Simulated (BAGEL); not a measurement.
# CH5BeN (BeMe(NH2)) at HF/6-31G(d) (density fitting with qzvpp-jkfit, spherical functions)

What is the energy change on altering one bond length of CH5BeN (BeMe(NH2)) at HF/6-31G* (density fitting with qzvpp-jkfit, spherical functions)? 

Program for the calculation: BAGEL 1.2.2.

2 further runs of the same task are left out: 2 set aside as unsound or not needed. Runs told in other sessions of the task aren't counted.

## 1. Starting point

CH5BeN has 8 atoms, charge 0, and is taken as a singlet. SMILES: `[CH3][Be][NH2]`. Geometry: a GFN2-xTB relaxation, a rough one for these elements and not checked as a minimum.

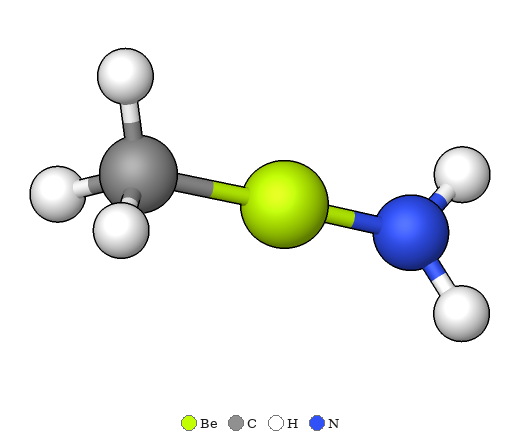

Viewed from a chosen angle; beryllium green, carbon grey, hydrogen white, nitrogen blue.

## 2. A single-point energy at HF/6-31G(d) (density fitting with qzvpp-jkfit, spherical functions)

hf.json

```json
{ "bagel" : [

{
  "title" : "molecule",
  "basis" : "6-31gs.json",
  "df_basis" : "qzvpp-jkfit",
  "angstrom" : true,
  "geometry" : [
    { "atom" : "Be", "xyz" : [    0.010610,   -0.009070,   -0.310080 ] },
    { "atom" : "C", "xyz" : [   -0.001530,   -0.017480,    1.418010 ] },
    { "atom" : "H", "xyz" : [    0.076390,    0.971210,    1.866650 ] },
    { "atom" : "H", "xyz" : [    0.807740,   -0.592530,    1.864870 ] },
    { "atom" : "H", "xyz" : [   -0.910090,   -0.444960,    1.840100 ] },
    { "atom" : "N", "xyz" : [    0.006290,    0.020430,   -1.820140 ] },
    { "atom" : "H", "xyz" : [    0.806980,    0.031590,   -2.431050 ] },
    { "atom" : "H", "xyz" : [   -0.796400,    0.040810,   -2.428360 ] }
  ]
},
{ "title" : "hf" },
{ "title" : "print", "file" : "orbitals.molden", "orbitals" : true }

]}
```

The basis set 6-31G* is read from a file made from the Basis Set Exchange's data (not shown).

Run with:

```
$ BAGEL_NUM_THREADS=1 BAGEL hf.json > hf.out
```

The program printed:

```text
* using 1 threads per process

  ===============================================================
  ===============================================================

  *** Geometry ***

  { "atom" : "Be", "xyz" : [      0.020050,     -0.017140,     -0.585966 ] },
  { "atom" : "C", "xyz" : [     -0.002891,     -0.033032,      2.679651 ] },
  { "atom" : "H", "xyz" : [      0.144356,      1.835321,      3.527457 ] },
  { "atom" : "H", "xyz" : [      1.526407,     -1.119719,      3.524094 ] },
  { "atom" : "H", "xyz" : [     -1.719821,     -0.840853,      3.477285 ] },
  { "atom" : "N", "xyz" : [      0.011886,      0.038607,     -3.439566 ] },
  { "atom" : "H", "xyz" : [      1.524971,      0.059696,     -4.594019 ] },
  { "atom" : "H", "xyz" : [     -1.504978,      0.077120,     -4.588935 ] },

  Number of auxiliary basis functions:      293

  Since a DF basis is specified, we compute 2- and 3-index integrals:
    o Being stored without compression. Storage requirement is 0.006 GB

  Number of basis functions:       52
  Number of electrons      :       22

    * METHOD: MOLECULE                             0.11

  *** RHF ***

  === Nuclear Repulsion ===
    51.1483154219

      * DIIS with orbital gradients will be used.

  === RHF iteration (6-31gs.json) ===
      0       -109.71694447          0.02949354           0.01
      1       -109.84841688          0.01629920           0.01
      2       -109.89503504          0.00203605           0.01
      3       -109.89614683          0.00055903           0.01
      4       -109.89622466          0.00013331           0.01
      5       -109.89623304          0.00002847           0.01
      6       -109.89623348          0.00000669           0.01
      7       -109.89623350          0.00000117           0.01
      8       -109.89623350          0.00000030           0.01
      9       -109.89623350          0.00000010           0.01
     10       -109.89623350          0.00000003           0.01
     11       -109.89623350          0.00000001           0.01
    * SCF iteration converged.

    * Permanent dipole moment:
           (   -0.004825,    -0.000192,     0.483649) a.u.

    * METHOD: HF                                   0.27

    * METHOD: PRINT                                0.01

  ===============================================================
```

It took 0.56 s on 1 thread of Arm Neoverse N1, shared host; peak memory 0.084 GiB.

## 3. The distorted shape

input.json

```json
{ "bagel" : [

{
  "title" : "molecule",
  "basis" : "6-31gs.json",
  "df_basis" : "qzvpp-jkfit",
  "angstrom" : true,
  "geometry" : [
    { "atom" : "Be", "xyz" : [      -0.051725,      -0.800003,      -0.668983 ] },
    { "atom" : "C", "xyz" : [      -0.063865,      -0.808413,       1.059107 ] },
    { "atom" : "H", "xyz" : [       0.076390,       0.971210,       1.866650 ] },
    { "atom" : "H", "xyz" : [       0.745405,      -1.383463,       1.505967 ] },
    { "atom" : "H", "xyz" : [      -0.972425,      -1.235893,       1.481197 ] },
    { "atom" : "N", "xyz" : [      -0.056045,      -0.770503,      -2.179043 ] },
    { "atom" : "H", "xyz" : [       0.744645,      -0.759343,      -2.789953 ] },
    { "atom" : "H", "xyz" : [      -0.858735,      -0.750123,      -2.787263 ] }
  ]
},

{
  "title" : "hf"
},

{
  "title" : "print",
  "file" : "orbitals.molden",
  "orbitals" : true
}

]}
```

The basis set 6-31G* is read from a file made from the Basis Set Exchange's data (not shown).

Run with:

```
$ BAGEL_NUM_THREADS=1 BAGEL input.json > input.out
```

The program printed:

```text
* using 1 threads per process

  ===============================================================
  ===============================================================

  *** Geometry ***

  { "atom" : "Be", "xyz" : [     -0.097746,     -1.511787,     -1.264195 ] },
  { "atom" : "C", "xyz" : [     -0.120687,     -1.527679,      2.001422 ] },
  { "atom" : "H", "xyz" : [      0.144356,      1.835321,      3.527457 ] },
  { "atom" : "H", "xyz" : [      1.408611,     -2.614366,      2.845865 ] },
  { "atom" : "H", "xyz" : [     -1.837617,     -2.335499,      2.799057 ] },
  { "atom" : "N", "xyz" : [     -0.105910,     -1.456040,     -4.117794 ] },
  { "atom" : "H", "xyz" : [      1.407175,     -1.434950,     -5.272247 ] },
  { "atom" : "H", "xyz" : [     -1.622774,     -1.417527,     -5.267164 ] },

  Number of auxiliary basis functions:      293

  Since a DF basis is specified, we compute 2- and 3-index integrals:
    o Being stored without compression. Storage requirement is 0.006 GB

  Number of basis functions:       52
  Number of electrons      :       22

    * METHOD: MOLECULE                             0.11

  *** RHF ***

  === Nuclear Repulsion ===
    49.3055115292

      * DIIS with orbital gradients will be used.

  === RHF iteration (6-31gs.json) ===
      0       -109.56870355          0.02955645           0.01
      1       -109.70553716          0.01713209           0.01
      2       -109.75840409          0.00230521           0.01
      3       -109.76040778          0.00038849           0.01
      4       -109.76048127          0.00019030           0.01
      5       -109.76049451          0.00003789           0.02
      6       -109.76049530          0.00000810           0.01
      7       -109.76049534          0.00000179           0.01
      8       -109.76049534          0.00000062           0.01
      9       -109.76049534          0.00000030           0.01
     10       -109.76049534          0.00000010           0.01
     11       -109.76049534          0.00000004           0.01
     12       -109.76049534          0.00000002           0.01
     13       -109.76049534          0.00000000           0.01
    * SCF iteration converged.

    * Permanent dipole moment:
           (    0.044516,     0.616552,     0.752399) a.u.

    * METHOD: HF                                   0.30

    * METHOD: PRINT                                0.01

  ===============================================================
```

It took 0.58 s on 1 thread of Arm Neoverse N1, shared host; peak memory 0.084 GiB.

## 4. What came out

Level: HF/6-31G* (density fitting with qzvpp-jkfit, spherical functions).

| quantity | value |
| --- | --- |
| first shape: total energy | -109.89623 Eh |
| first shape: dipole moment | 1.23 D |
| first shape: HOMO energy | -10.41 eV |
| first shape: LUMO energy | 4.01 eV |
| first shape: HOMO–LUMO gap | 14.42 eV |
| distorted shape: total energy | -109.76050 Eh |
| distorted shape: dipole moment | 2.48 D |
| distorted shape: HOMO energy | -9.51 eV |
| distorted shape: LUMO energy | 2.40 eV |
| distorted shape: HOMO–LUMO gap | 11.90 eV |
| energy change with the C2–H3 bond stretched from 1.089 to 1.959 Å | 3.694 eV |

**Reading.** With the C2–H3 bond stretched from 1.089 to 1.959 Å the energy rises by 3.69 eV (356 kJ/mol). The first shape isn't relaxed at this level, so the change isn't measured from a minimum. A restricted reference can't describe the breaking bond well at this length.
